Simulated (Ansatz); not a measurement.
Take BN in the zinc blende structure (space group F-43m, No. 216; a = 3.610 Å) as the base.

One thing is altered: an isotropic linear strain of +3.00 %, atoms relaxed at fixed cell.

Method: r2SCAN in Ansatz (plane waves to 500 eV, PAW, no spin-orbit coupling).

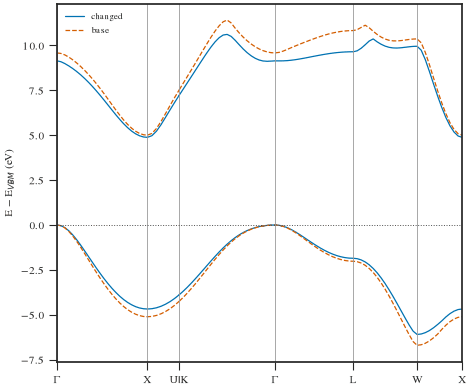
Fig. 1. Highest valence and lowest conduction band along the path, each from its own valence-band maximum

Problem. From the figure, how large is the changed gap, and is it direct?

Solution. About 4.9 eV, indirect, Γ → X.

No phonon test of stability was made.

Ansatz is a quantum-chemistry and plane-wave program.
